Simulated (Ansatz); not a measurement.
# Quasiparticle gap of GeH5CBr3N2 (CH(NH2)2GeBr3), part 2 of 3

How far does one-shot GW move the PBE gap of GeH5CBr3N2 (CH(NH2)2GeBr3)?

Ansatz 0.2.0; PBE, then G0W0 on it, plane waves, PAW. Known limits of the many-body steps: finite bands, screening cutoff and k mesh; no spin-orbit coupling in G0W0.

So far. Step 2 (Relaxation): The program's warnings for this run: band table not solved further; dispersion switch in reach.

The structure was built from a prototype and need not be the compound's stable phase.

## Step 3: Bands along the symmetry lines

Levels along a band path and on the mesh show where this functional puts the band edges.

This step: DFT, PBE, plane waves, PAW; PAW set soft_1.

Contents of input.yaml:

```yaml
crystal:
  lattice:
    - [5.9391948117, -0.0595617958, 0.4977235936]
    - [-0.0595617958, 5.8618311573, 0.0555080471]
    - [0.4977235936, 0.0555080471, 5.9358539308]
  atoms:
    - { symbol: C, position: [-0.0282097529, 0.9336048226, 0.0277765727] }
    - { symbol: H, position: [-0.09429818, 0.7665189356, 0.0936635303] }
    - { symbol: "N", position: [0.8808375156, 0.027105022, 0.863711942] }
    - { symbol: "N", position: [0.1362153539, 0.0268250514, 0.118589968] }
    - { symbol: H, position: [0.7547376751, 0.9432008455, -0.2003769383] }
    - { symbol: H, position: [0.20025202, 0.9427904704, 0.244529105] }
    - { symbol: H, position: [0.9360708792, 0.1810852635, 0.7875393173] }
    - { symbol: H, position: [0.2124702223, 0.1808465556, 1.0635853828] }
    - { symbol: Ge, position: [0.4752761125, 0.5297811285, 0.5241445256] }
    - { symbol: Br, position: [0.4690200572, 0.5099244935, -0.048610243] }
    - { symbol: Br, position: [0.508229185, -0.0363100272, 0.4917525963] }
    - { symbol: Br, position: [0.0482669867, 0.50987784, 0.5307573537] }
kpoints:
  mp_grid: { grid: [4, 4, 4] }
  band_path:
    path:
      - [[0.0, 0.0, 0.0], [0.5, 0.0, 0.0], [0.5, 0.5, 0.0], [0.0, 0.0, 0.0], [0.5, 0.5, 0.5], [0.5, 0.0, 0.0]]
      - [[0.5, 0.5, 0.0], [0.5, 0.5, 0.5]]
    npoints: 10
hamiltonian:
  xc: pbe
  pseudopotentials: { kind: paw, azcp: { folder: soft_1 } }
scf:
  occupations: { method: fermi_dirac, width: 0.02 }
  n_extra_bands: 8
output:
  eigenvalues: true
  forces: true
  stress: true
  write_density: true
  write_potential: true
  elf: true
  volumetric_format: npy
```

Started as:

```bash
$ ansatz run input.yaml --threads 2 --pin off --max-ram 92160MiB --backend cuda --events-out ev --progress --plain --runs-dir out --devices 1 --max-vram 13GiB
```

Numbers of over 12 decimals in the logs are rounded to 6 here.

What it wrote:

```text
[...]
GPUs: using 1 of 1 available (devices: 1).
[...]
GPU FFT provider: cuFFT
GPU libraries: cuBLAS 13.8.2, cuFFT 12.4.0, cuSOLVER 12.3.4
Crystal: 12 atoms, lattice volume = 205.159 Å³
Basis set: ecut = 420 eV, 3999 PW (Γ), exchange–correlation on 80×80×80 points (8 copies of the dense FFT grid, shifted against one another)
Bands: 35, of which v1, the nominal top of the filled ones, is band 27 counted from 1 (26 counted from 0)
Symmetry: 1 space group operations
[...]
k-points: 36 of 64 (time reversal used)
[...]
GPU buffer pool allocated for 64000 grid points (all kernels)
[...]
SCF iter   1: F=—  HF=-13750.869811 eV  |F-HF|=—  |Δ(HF+E_count)|=         —  Δρ=7.18e-2  dr2=9.48e0  ethr=3.10e-3  ⟨swp⟩=7.5  Hψ=5929  notcnv=0
[...]
SCF iter  10: F=-13747.941167 eV  HF=-13747.941167 eV  |F-HF|=8.01e-8  |Δ(HF+E_count)|=   6.03e-8  Δρ=5.95e-6  dr2=8.63e-8  ethr=1.85e-10  ⟨swp⟩=18.3  Hψ=12029  notcnv=0
SCF 1 converged in 10 iterations: F = -13747.941167 eV  dr2 = 8.63e-8
[...]
NSCF: frozen V_eff on 62 k-points
SCF converged after 10 iterations
Free energy (F): -13747.941167 eV
[...]
Internal energy: -13747.941167 eV  (E = F + TS)
E sigma→0 (E₀):  -13747.941167 eV
Fermi energy:    3.089899 eV
[...]
--- Forces (eV/Å), atoms counted from 1 ---
  atom   1  C     -0.00059249     0.02182483    -0.00020115
  atom   2  H      0.00129354     0.00564048    -0.00171889
  atom   3  N      0.00386980    -0.00690169     0.01015791
  atom   4  N     -0.00888026    -0.00768459    -0.00009956
  atom   5  H      0.00188844     0.00282034     0.00135716
  atom   6  H     -0.00151642     0.00320533    -0.00308122
  atom   7  H     -0.00025766    -0.00162385     0.00399959
  atom   8  H     -0.00269762    -0.00064603    -0.00023194
  atom   9  Ge    -0.00047837    -0.00694062     0.00104616
  atom  10  Br     0.00126078    -0.00195708    -0.00997584
  atom  11  Br    -0.00411106    -0.00604258     0.00035964
  atom  12  Br     0.01027225    -0.00169251    -0.00158620
  max |Σ_I F_I| component: 5.09e-5 eV/Å
--- Stress (GPa, compression-positive) ---
        1.050785      -0.020992      -0.041134
       -0.020991       1.043282       0.025693
       -0.041134       0.025694       1.051471
  P = ⅓ Tr σ = 1.0485 GPa (10.485 kbar)
--- Band table (eV; the first three rows and the last of 36) ---
  k-point 0: bands = [... 23 lower, 0.3199, 0.4651, 0.4843, 0.9200, 5.3625, 6.3427, 7.0247, 7.3390, ... 4 higher]
  k-point 1: bands = [... 23 lower, 0.3065, 0.3996, 0.5245, 0.9146, 5.3859, 5.9026, 6.7633, 7.1339, ... 4 higher]
  k-point 2: bands = [... 23 lower, 0.3423, 0.4239, 0.5655, 0.9590, 4.7902, 5.4002, 7.0207, 7.1100, ... 4 higher]
  k-point 35: bands = [... 23 lower, 0.6784, 0.7970, 0.7982, 2.0163, 4.1636, 4.2720, 4.4256, 5.3789, ... 4 higher]
```

Elapsed: 9 s, on 1 × NVIDIA H100 80GB HBM3 (shared by 6 runs) with 2 threads of AMD EPYC 7R13 (Zen 3), shared host; peak memory 1.1 GiB.

Numbers from this step:

| Property | Result |
| --- | --- |
| pressure | 1.049 GPa |
| filled bands | 27 |
| gap | 2.147 eV |
| valence top at | R |
| conduction bottom at | R |
| least direct gap | 2.147 eV |

Over mesh and path the gap is 2.147 eV, direct, at k = (0.500, 0.500, 0.500).

The electronic bands at the labelled points (eV, zero at the top of the highest nominally filled band):

```csv
point,band 24,band 25,band 26,band 27,band 28,band 29,band 30,band 31
Γ,-1.70,-1.55,-1.53,-1.10,3.35,4.33,5.01,5.32
X,-1.67,-1.59,-1.45,-1.06,2.78,3.38,5.01,5.10
M,-1.70,-1.52,-1.25,-0.41,2.44,2.56,3.47,4.83
Γ,-1.70,-1.55,-1.53,-1.10,3.35,4.33,5.01,5.32
R,-1.34,-1.22,-1.22,0.00,2.15,2.26,2.41,3.36
X,-1.67,-1.59,-1.45,-1.06,2.78,3.38,5.01,5.10
jump to M,-1.70,-1.52,-1.25,-0.41,2.44,2.56,3.47,4.83
R,-1.34,-1.22,-1.22,0.00,2.15,2.26,2.41,3.36
```

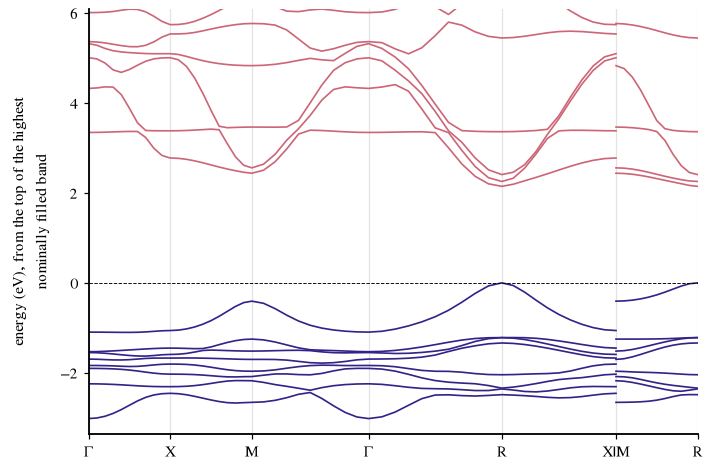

Electronic bands along the path; lines of filled and empty bands in two colours.

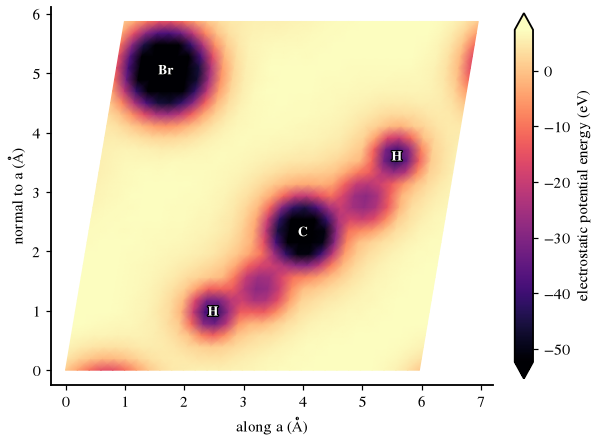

Electrostatic potential energy in the ac plane at fractional y = 0.934, with atoms of C and H and Br within 0.2 Å of it. With pseudopotentials it is smooth inside the atoms' cores, unlike the true potential. The map starts off the cell's origin, so that atoms lie inside it.

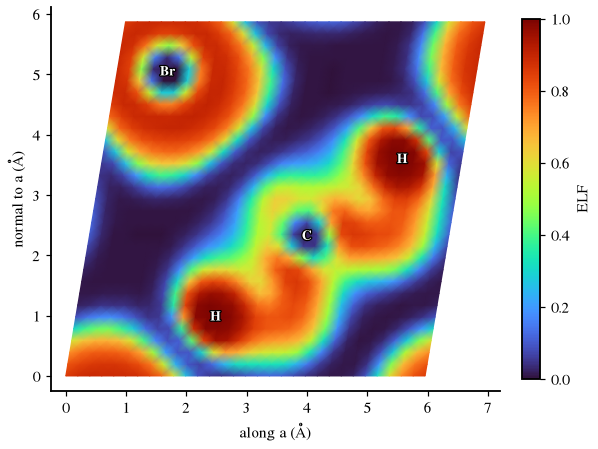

ELF in the ac plane at fractional y = 0.934, with atoms of C and H and Br within 0.2 Å of it. It is the smooth field of the valence electrons, not physical close to the nuclei. The map starts off the cell's origin, so that atoms lie inside it.

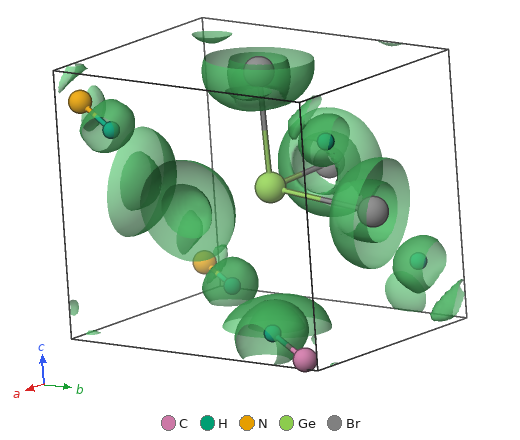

Surface of ELF = 0.85. Bonds to atoms that aren't drawn are left out.

## Step 4: One-shot GW

G0W0 replaces the xc potential by a self-energy built once from the orbitals of the start. Levels are corrected in the window of bands that the input names, at points of the mesh.

This step: G0W0 on PBE, plane waves, PAW; PAW set soft_1.

input.yaml, the sections that differ from step 3:

```yaml
kpoints:
  mp_grid: { grid: [4, 4, 4] }
scf:
  occupations: { method: fixed }
gw:
  n_empty_bands: 690
  ecut_chi: 130.0
  qp_bands: [v4, c4]
  qp_kpoints: band_edges
  screening: { model: contour_deformation }
# crystal, hamiltonian: as in step 3
# output: removed
```

What it wrote:

```text
GPUs: using 1 of 1 available (devices: 1).
[...]
GPU FFT provider: cuFFT
GPU libraries: cuBLAS 13.8.2, cuFFT 12.4.0, cuSOLVER 12.3.4
Crystal: 12 atoms, lattice volume = 205.159 Å³
Basis set: ecut = 420 eV, 3999 PW (Γ)
Bands: 39, of which v1, the nominal top of the filled ones, is band 27 counted from 1 (26 counted from 0)
Symmetry: 1 space group operations
[...]
k-points: 36 of 64 (time reversal used)
[...]
GPU buffer pool allocated for 64000 grid points (all kernels)
[...]
SCF iter   1: F=—  HF=-13750.871479 eV  |F-HF|=—  |Δ(HF+E_count)|=         —  Δρ=7.18e-2  dr2=9.49e0  ethr=3.10e-3  ⟨swp⟩=4.5  Hψ=5157  notcnv=0  defer=345
[...]
SCF iter  10: F=-13747.941353 eV  HF=-13747.941353 eV  |F-HF|=7.06e-8  |Δ(HF+E_count)|=   2.84e-8  Δρ=3.85e-6  dr2=4.13e-8  ethr=1.85e-10  ⟨swp⟩=11.4  Hψ=8070  notcnv=0
SCF 1 converged in 10 iterations: F = -13747.941353 eV  dr2 = 4.13e-8
[...]
the band table was solved once the SCF had ended and its energy, with any forces and stress, was formed, with the checks that follow a solve (5976 applications of the Hamiltonian). They found nothing against the state; the energy, forces and stress were not computed again (output.eigenvalues in the input reference)
[...]
G₀W₀ screening: q 1/36
[... further progress lines ...]
SCF converged after 10 iterations
Free energy (F): -13747.941353 eV
[...]
Internal energy: -13747.941353 eV  (E = F + TS)
E sigma→0 (E₀):  -13747.941353 eV
Fermi energy:    2.016341 eV
[...]
--- Band table (eV; the first three rows and the last of 36) ---
  k-point 0: bands = [... 23 lower, 0.3199, 0.4651, 0.4843, 0.9200, 5.3625, 6.3427, 7.0247, 7.3390, ... 8 higher]
  k-point 1: bands = [... 23 lower, 0.3065, 0.3996, 0.5245, 0.9146, 5.3859, 5.9026, 6.7633, 7.1339, ... 8 higher]
  k-point 2: bands = [... 23 lower, 0.3423, 0.4239, 0.5655, 0.9590, 4.7902, 5.4002, 7.0206, 7.1100, ... 8 higher]
  k-point 35: bands = [... 23 lower, 0.6784, 0.7970, 0.7982, 2.0163, 4.1635, 4.2720, 4.4256, 5.3790, ... 8 higher]
--- G₀W₀: contour deformation, 6 samples at zero and on the imaginary axis and 2 off it, 64 q-points, 690 empty bands' worth ---
  eigenvalues of the whole cell's RPA ε∞ on this k-mesh (on a slab, of 1 + 4πα/V) = 3.3158, 4.0683, 4.0932; static W/v taken at q = 0 is 0.262128
  gw.qp_kpoints: band_edges: 24 of 36 stored k-points solved, in 2 passes; an edge of the gap read off the rows below is read off those points alone
    valence top: of the k-points left out ik 23 came nearest to being solved in a further pass, in band 27 (counted from 1, as in the quasiparticle table): it holds the edge there only if its correction is more favourable than any solved in that band by at least 0.754 eV; those differ by 0.288 eV
    conduction bottom: of the k-points left out ik 23 came nearest to being solved in a further pass, in band 29 (counted from 1, as in the quasiparticle table): it holds the edge there only if its correction is more favourable than any solved in that band by at least 1.279 eV; those differ by 1.118 eV
    ik  band        ε_KS         Σx   Σc(E_QP)       V_xc       Z   E_QP_lin       E_QP  E_QP is
     0    24      0.3199   -19.2803     2.5949   -15.4087  0.7469    -1.0075    -0.9569  root
     0    25      0.4651   -19.3384     2.5806   -15.4592  0.7494    -0.8844    -0.8335  root
     0    26      0.4843   -19.2900     2.5664   -15.4291  0.7492    -0.8607    -0.8103  root
     0    27      0.9200   -19.1350     2.2663   -15.6642  0.7516    -0.3254    -0.2846  root
     0    28      5.3625    -8.6568    -4.0561   -14.1582  0.7823     6.8521     6.8078  root
     0    29      6.3427    -5.3086    -3.6001    -9.4533  0.8135     6.8924     6.8872  root
     0    30      7.0247    -8.6787    -4.3097   -13.6125  0.7468     7.6656     7.6487  root
     0    31      7.3390    -9.2668    -4.5564   -14.4334  0.7220     7.9684     7.9492  root
     2    24      0.3423   -19.2903     2.6001   -15.3921  0.7495    -1.0066    -0.9558  root
     2    25      0.4239   -19.1288     2.6175   -15.2040  0.7475    -0.9378    -0.8835  root
     2    26      0.5655   -19.4798     2.5854   -15.6074  0.7507    -0.7699    -0.7215  root
     2    27      0.9590   -18.1847     1.6954   -15.4240  0.7564    -0.1347    -0.1062  root
     2    28      4.7902    -8.4608    -3.5415   -12.5084  0.7806     5.3007     5.2961  root
     2    29      5.4002    -8.9307    -4.1046   -14.5107  0.7802     6.9229     6.8756  root
     2    30      7.0206    -8.9021    -4.3288   -13.8578  0.7444     7.6636     7.6474  root
     2    31      7.1100    -8.6384    -4.2981   -13.5237  0.7419     7.7116     7.6971  root
     5    24      0.3369   -19.1612     2.5614   -15.3126  0.7492    -1.0008    -0.9503  root
     5    25      0.5216   -19.4468     2.6191   -15.5384  0.7498    -0.8172    -0.7678  root
     5    26      0.5903   -19.3129     2.5487   -15.4696  0.7503    -0.7543    -0.7044  root
     5    27      1.1787   -17.9841     1.5017   -15.4554  0.7603     0.1275     0.1516  root
     5    28      4.6369    -8.3756    -3.4761   -12.3392  0.7831     5.1284     5.1244  root
     5    29      5.4368    -9.0741    -4.1265   -14.6998  0.7788     6.9857     6.9360  root
     5    30      5.8560    -9.0233    -3.8691   -13.4460  0.7652     6.4175     6.4096  root
     5    31      6.9167    -8.6735    -4.2189   -13.4923  0.7487     7.5304     7.5165  root
     7    24      0.4094   -19.0480     2.6471   -15.0824  0.7474    -0.9640    -0.9092  root
     7    25      0.4182   -19.2153     2.4054   -15.5859  0.7491    -0.8508    -0.8058  root
     7    26      0.7653   -20.2589     2.5910   -16.4170  0.7540    -0.5266    -0.4855  root
     7    27      1.2659   -18.3497     1.6262   -15.6657  0.7596     0.1820     0.2081  root
     7    28      4.8053    -8.5863    -3.5672   -12.6576  0.7796     5.3139     5.3093  root
     7    29      5.5326    -9.2594    -4.2089   -15.0288  0.7764     7.1492     7.0931  root
     7    30      6.7975    -8.1716    -4.0992   -12.8834  0.7570     7.4238     7.4100  root
     7    31      7.1901    -5.8435    -3.8737   -10.3091  0.7889     7.7913     7.7819  root
     8    24      0.3527   -19.1089     2.5476   -15.2837  0.7483    -0.9752    -0.9248  root
     8    25      0.5090   -19.2885     2.5921   -15.4007  0.7493    -0.8375    -0.7868  root
     8    26      0.7296   -19.9416     2.5637   -16.1133  0.7531    -0.5787    -0.5350  root
     8    27      1.3792   -18.1226     1.4487   -15.6550  0.7623     0.3376     0.3603  root
     8    28      4.6693    -8.4958    -3.5087   -12.4922  0.7819     5.1611     5.1570  root
     8    29      5.4807    -9.1111    -4.1211   -14.6656  0.7771     6.9603     6.9141  root
     8    30      5.7080    -8.9045    -3.8515   -13.4190  0.7691     6.3815     6.3708  root
     8    31      6.9637    -8.8416    -4.2574   -13.6996  0.7446     7.5788     7.5644  root
[...]
34    28      4.3363    -8.2620    -3.3814   -12.1020  0.7881     4.7983     4.7949  root
    34    29      4.4318    -8.0459    -3.4093   -11.9115  0.7857     4.8915     4.8881  root
    34    30      5.3834    -8.9137    -4.0273   -14.2675  0.7794     6.7478     6.7100  root
    34    31      5.6275    -8.9834    -3.8393   -13.5511  0.7716     6.3681     6.3558  root
    35    24      0.6784   -19.6503     2.4964   -15.8760  0.7538    -0.6449    -0.5996  root
    35    25      0.7970   -19.6162     2.5231   -15.8013  0.7524    -0.5422    -0.4949  root
    35    26      0.7982   -19.3677     2.4978   -15.5818  0.7513    -0.5384    -0.4899  root
    35    27      2.0163   -17.5675     0.8859   -15.7649  0.7706     1.0854     1.0997  root
    35    28      4.1635    -8.1831    -3.3506   -11.9974  0.7913     4.6305     4.6272  root
    35    29      4.2720    -7.8269    -3.3713   -11.6405  0.7880     4.7175     4.7144  root
    35    30      4.4256    -8.2373    -3.3708   -12.0578  0.7866     4.8785     4.8753  root
    35    31      5.3790    -8.9709    -4.1178   -14.5878  0.7795     6.9273     6.8781  root
```

Wall time 5.4 min (1 × NVIDIA H100 80GB HBM3 (shared by 6 runs) with 2 threads); peak memory 5.6 GiB; 10 min of CPU time.

This step gave:

| Quantity | Value |
| --- | --- |
| bands summed | 717 |
| RPA ε∞ on this mesh (eigenvalues) | 3.316, 4.068, 4.093 |
| plane waves in the screening matrix | 695 |
| q-points in the mesh | 64 |
| G0W0 gap over the corrected points | 3.527 eV |
| k of the valence top | -0.5, -0.5, -0.5 |
| k of the conduction bottom | -0.5, -0.5, -0.5 |
| starting gap on the mesh | 2.147 eV |
| Z at the valence top | 0.7706 |
| Z at the conduction bottom | 0.7913 |
| least direct G0W0 gap over the corrected points | 3.527 eV |

Over 24 of 36 irreducible mesh points the G0W0 gap is 3.527 eV, direct, at k = (-0.500, -0.500, -0.500). The PBE gap of this run on the mesh is 2.147 eV. The two states that bound the G0W0 gap lie that far apart at the start, so the correction of the gap is 3.527 − 2.147 = +1.380 eV.

Labels follow the order of the start: v1 is the top filled band, c1 the lowest empty one; levels that stay degenerate share a row, the window can cut a multiplet, doubted levels are not marked in this list, bands outside the window were not corrected, and the list may be a part of the corrected levels. The levels before and after the correction (eV, zero at the valence-band top of each column):

```csv
,conduction bottom,valence top
Kohn-Sham,2.15,0.00
G0W0,3.53,0.00
```

```csv
,level,occupation,energy (eV)
Kohn-Sham,(-0.5 -0.5 -0.5) v4,2,-1.338
Kohn-Sham,(-0.5 -0.5 -0.5) v3,2,-1.219
Kohn-Sham,(-0.5 -0.5 -0.5) v2,2,-1.218
Kohn-Sham,(-0.5 -0.5 -0.5) v1,2,0.000
Kohn-Sham,(-0.5 -0.5 -0.5) c1,0,2.147
Kohn-Sham,(-0.5 -0.5 -0.5) c2,0,2.256
Kohn-Sham,(-0.5 -0.5 -0.5) c3,0,2.409
Kohn-Sham,(-0.5 -0.5 -0.5) c4,0,3.363
G0W0,(-0.5 -0.5 -0.5) v4,2,-1.699
G0W0,(-0.5 -0.5 -0.5) v3,2,-1.595
G0W0,(-0.5 -0.5 -0.5) v2,2,-1.590
G0W0,(-0.5 -0.5 -0.5) v1,2,0.000
G0W0,(-0.5 -0.5 -0.5) c1,0,3.527
G0W0,(-0.5 -0.5 -0.5) c2,0,3.615
G0W0,(-0.5 -0.5 -0.5) c3,0,3.776
G0W0,(-0.5 -0.5 -0.5) c4,0,5.778
```

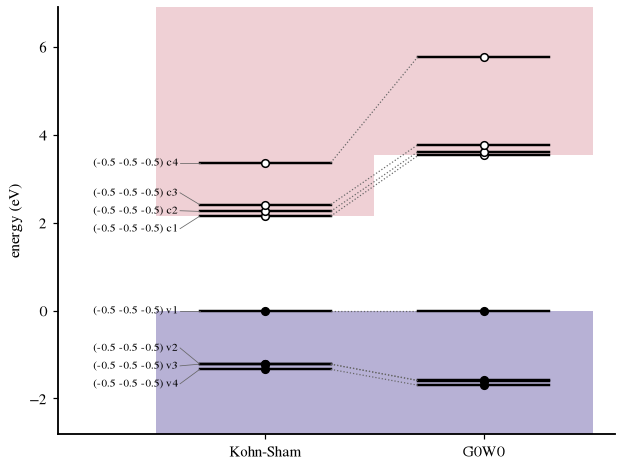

Levels before and after the correction. Shaded: valence and conduction bands. Filled marks are occupied levels, open marks empty ones.

The parts of the quasiparticle energy for the two states that bound the G0W0 gap, in eV on the run's own scale (QP = start + Σx + Σc − Vxc, with Σc at the quasiparticle energy):

```csv
edge,k,band,start,Σx,Σc,Vxc,Z,QP
valence top,"(-0.500, -0.500, -0.500)",27,2.016,−17.567,0.886,−15.765,0.771,1.100
conduction bottom,"(-0.500, -0.500, -0.500)",28,4.163,−8.183,−3.351,−11.997,0.791,4.627
```

(Continued in part 3 of 3.)

[Paths, hosts, dates, memory and timing lines, banners, echoed tables and standing remarks are left out of the program output.]

[Logs are printed without paths, hosts, clocks, repeated set-up lines and the standing remarks that a program may print on its own settings, such as how far it seeks lower states.]

[Runs of the session that timed out or met a known fault of the program may be left out.]

[Cells called generated may have been cut or substituted from an entry of the Crystallography Open Database or the Materials Project.]

[Hosts, paths, dates, database ids (printed as entryN), source tags and the programs' standing remarks are cut or masked in the printed files.]

[Where an RPA ε∞ is given, it is that of the G0W0 mesh and is not shown converged in it. Names of k-points follow the symmetry that the program found, which can be lower than the space group named. Band edges on a path are those of the sampled points; other points can move an edge, and change direct to indirect where valleys lie close.]

[Hybrid gaps are those of their k-mesh and are not shown converged in it.]
